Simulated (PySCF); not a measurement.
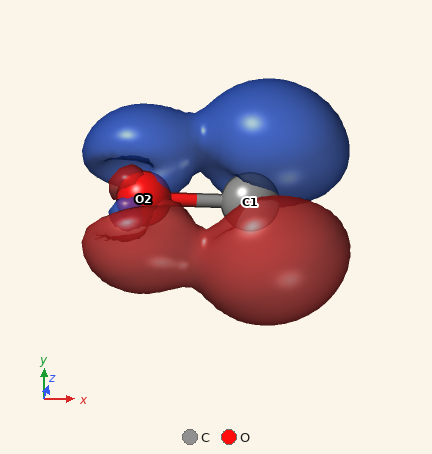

*CO, SMILES `[C-]#[O+]`. Change of the electron density in a uniform field of 0.26 V/Å, surfaces at ±0.0015 e/Å³ (blue: gain, red: loss).*

PySCF calculation, r2SCAN/6-31+G*, gas phase; geometry: GFN2-xTB. No frequency check shows the geometry to be a minimum. The basis has diffuse s and p functions alone, which still leaves polarisabilities too small, most of all across bonds.

Along which Cartesian direction does the field point?

Along −y: electrons gather on the +y side, against the field.

How large is the response?

The induced dipole is 0.12 D (along the field); α along this axis, from the fields in both directions, is 10 bohr³ (1.5 Å³).

Which atoms gain and lose the most charge?

Hardly any: no atom's Hirshfeld charge changes by as much as 0.002 e. The density shifts from one side of each atom to the other; 0.017 electrons are displaced in all.

Run time: 4.1 s on 1 thread of Arm Neoverse V1, with other jobs on the host, peak memory 0.17 GiB.
